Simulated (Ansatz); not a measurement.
```xyz
7

Si   -0.6034    0.3868   -0.9007
Cl    1.2994   -1.7125    2.2004
F     0.3066   -0.7491   -1.5012
F    -1.6925   -0.2841    0.0176
H    -1.2485    1.1395   -1.9798
H     1.2956   -0.4850    1.8282
Br    0.6428    1.7044    0.3355
```

The product side of a reaction path; geometry: PBE0-D4/def2-TZVP; a saddle point, not a minimum.

Level of theory: Ansatz 0.2.0, RKS PBE0-D4/def2-TZVPP.

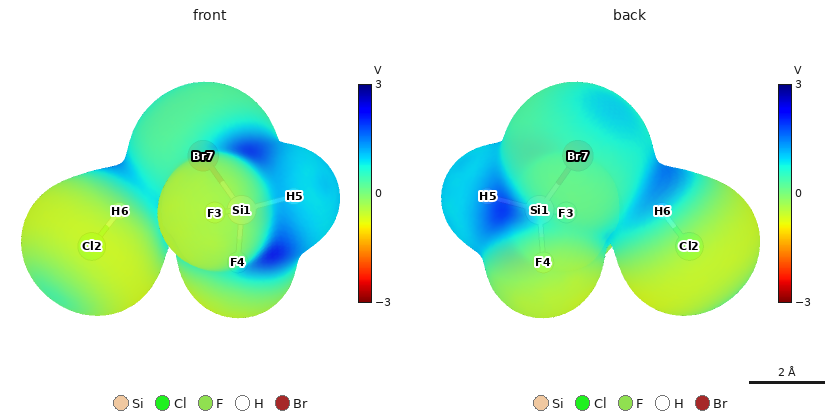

BrF$_{2}$HSi···HCl. The molecular electrostatic potential painted on the density surface at 0.002 e/bohr³, seen from the front and from behind; the colour scale runs from red (negative) to blue (positive).

**Describe the electrostatic potential map.**

The most negative region (about −0.7 V) lies over Cl2, the most positive (about +2.0 V) over Si1. Cl2 shows a σ-hole: about +0.4 V at the tip opposite its bond, against about −0.6 V on its flanks. Br7 shows a σ-hole: about +1.0 V at the tip opposite its bond, against about +0.4 V on its flanks.
